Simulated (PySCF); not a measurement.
**[NH4]+ (ammonium) at 6 levels**

Wanted: a comparison of 6 runs (HF/3-21G, B3LYP/6-31G*, B2PLYP/def2-TZVPP, wB97M-V/def2-TZVPP, SCS-MP2/def2-TZVPP, CCSD(T)/def2-TZVPP) of [NH4]+ (ammonium). Input form: a Python script.

The results are computed with PySCF 2.14.0.

3 further runs of the same task are left out: 1 that didn't finish, 2 set aside as unsound or not needed.

## 1. The system as given

[NH4]+: 5 atoms, total charge +1, spin state singlet. SMILES: `[NH4+]`. Geometry: relaxed at PBE0-D4/def2-TZVP.

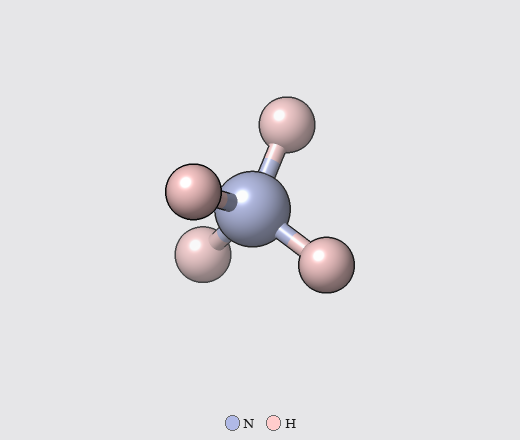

The structure, seen from a chosen angle (nitrogen light blue, hydrogen pink).

## 2. A single-point energy at HF/3-21G (run 1)

Input file geometry.xyz:

```xyz
5

N      0.000010     0.000010     0.000000
H      0.453330    -0.447860     0.801010
H     -0.972430     0.216180     0.235210
H      0.023940    -0.633460    -0.803650
H      0.495160     0.865130    -0.232580
```

Input file input.py:

```python
# [NH4+]
from pyscf import gto, scf

mol = gto.Mole()
mol.atom = 'geometry.xyz'
mol.charge = 1
mol.verbose = 3
mol.basis = '3-21g'
mol.spin = 0
mol.max_memory = 1860
mol.build()

mf = scf.RHF(mol)
mf.conv_tol = 1e-10
mf.kernel()
if not mf.converged:
    mf = mf.newton().run(mf.mo_coeff, mf.mo_occ)

e_final = mf.e_tot
print('E = %.10f Eh' % e_final)
```

On the command line:

```sh
$ OMP_NUM_THREADS=1 python input.py
```

Output:

```text
converged SCF energy = -56.233839583511
E = -56.2338395835 Eh
```

Run time: 0.89 s. Hardware: 1 thread of Arm Neoverse N1, shared host; peak memory 0.099 GiB.

## 3. A single-point energy at B3LYP/6-31G(d) (spherical functions) (run 2)

Input file job.py:

```python
from pyscf import gto, dft

mol = gto.M(
    atom='''
N        0.000010       0.000010       0.000000
H        0.453330      -0.447860       0.801010
H       -0.972430       0.216180       0.235210
H        0.023940      -0.633460      -0.803650
H        0.495160       0.865130      -0.232580
''',
    charge=1,
    spin=0,
    basis='6-31g*',
    max_memory=1860,
    verbose=3,
)

mf = dft.RKS(mol)
mf.xc = 'b3lyp'
mf.grids.level = 5
mf.conv_tol = 1e-10
mf.kernel()
if not mf.converged:
    mf = mf.newton().run(mf.mo_coeff, mf.mo_occ)

e_tot = mf.e_tot
print('Final energy', e_tot)
```

On the command line:

```sh
$ OMP_NUM_THREADS=1 python job.py
```

Output:

```text
converged SCF energy = -56.8925387229599
Final energy -56.892538722959884
```

Run time: 3.3 s. Hardware: 1 thread of Arm Neoverse N1, shared host; peak memory 0.19 GiB.

Runs 3 to 5 aren't shown in full; the table further down has their settings and results.

## 4. The energy at CCSD(T)/def2-TZVPP (run 6)

Input file input.py:

```python
# [NH4+]
from pyscf import gto, scf, cc

system = gto.M(
    atom='''
N        0.000010       0.000010       0.000000
H        0.453330      -0.447860       0.801010
H       -0.972430       0.216180       0.235210
H        0.023940      -0.633460      -0.803650
H        0.495160       0.865130      -0.232580
''',
    basis='def2-tzvpp',
    spin=0,
    verbose=4,
    max_memory=1860,
    charge=1,
)

calc0 = scf.RHF(system)
calc0.conv_tol = 1e-10
calc0.kernel()
if not calc0.converged:
    calc0 = calc0.newton().run(calc0.mo_coeff, calc0.mo_occ)

mycc = cc.CCSD(calc0, frozen=1)
mycc.kernel()
e_t = mycc.ccsd_t()
e_tot = mycc.e_tot + e_t
print('Final energy', e_tot)
```

On the command line:

```sh
$ OMP_NUM_THREADS=1 python input.py
```

Output:

```text
PySCF version 2.14.0

[... 55 lines left out ...]
converged SCF energy = -56.5660436042525
[... 12 lines left out ...]
Init t2, MP2 energy = -56.7944990816831  E_corr(MP2) -0.22845547743058
[... 9 lines left out ...]
CCSD converged
[... 2 lines left out ...]
Final energy -56.81640010050436
```

Wall time 13 s (1 thread of Arm Neoverse N1, shared host); peak memory 0.39 GiB.

## 5. All runs side by side

```
run                               level  integration grid  frozen core orbitals  energy (Eh)  HOMO energy (eV)  LUMO energy (eV)  HOMO–LUMO gap (eV)  wall time
  1                            HF/3-21G                 –                     –   -56.233840            -27.26             -0.91               26.35     0.89 s
  2  B3LYP/6-31G* (spherical functions)                 5                     –   -56.892539            -22.57             -5.68               16.90      3.3 s
  3                   B2PLYP/def2-TZVPP                 5                     1   -56.874914            -24.45             -5.05               19.41      9.6 s
  4                  wB97M-V/def2-TZVPP                 5                     –   -56.886815            -25.23             -4.47               20.76       38 s
  5                  SCS-MP2/def2-TZVPP                 –                     1   -56.798895            -27.19             -3.24               23.95      2.1 s
  6                  CCSD(T)/def2-TZVPP                 –                     1   -56.816400            -27.19             -3.24               23.95       13 s
```

## 6. Outcome

```
                                         quantity         value
                              run 6: total energy  -56.81640 Eh
       run 6: HOMO energy (Hartree–Fock orbitals)     -27.19 eV
       run 6: LUMO energy (Hartree–Fock orbitals)      -3.24 eV
     run 6: HOMO–LUMO gap (Hartree–Fock orbitals)      23.95 eV
run 6: correlation energy (1 core orbital frozen)    -250.4 mEh
                            run 6: (T) correction     -6.51 mEh
                             run 6: T1 diagnostic         0.005
```

Over runs 1, 2, 3, 4 the HOMO–LUMO gap runs from 16.90 eV (B3LYP/6-31G*) to 26.35 eV (HF/3-21G). The two ends differ in method and basis. Totals of different functionals can't be ranked against each other. All runs together took 67 s, the longest 38 s.
